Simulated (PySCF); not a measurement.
```xyz
2

Ge    0.0000    0.0000   -0.2524
C     0.0000    0.0000    1.5546
```

⟨S²⟩ = 2.06, above the pure value of 2.00.

Level of theory: PySCF, PBE0/pcseg-1, non-relativistic, at a bond length of 1.807 Å.

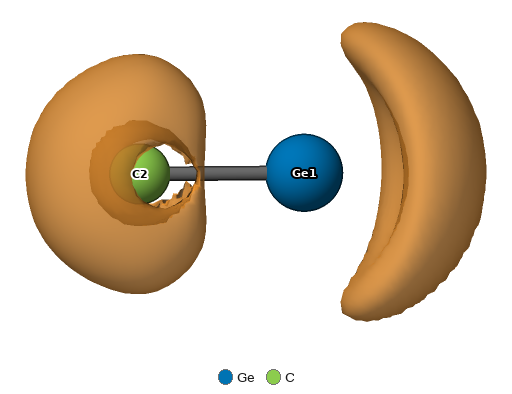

GeC (triplet). Isosurface of the ELF at 0.8 (orange), seen from one side. Only the valence region is drawn (cores and ρ < 0.01 e/Å³ removed).

Question: Identify the bonds, lone pairs and shells in this picture.

Answer: At this value the surface marks out one ring or bowl of non-bonding electrons around C and one lobe on Ge, pointing away from the bonds (non-bonding electrons). Along the contacts the grid gives the following. C–Ge (1.81 Å): the ELF peaks at about 0.85 in the valence shell of C, 0.7 Å from its nucleus, and is about 0.35 at the midpoint.
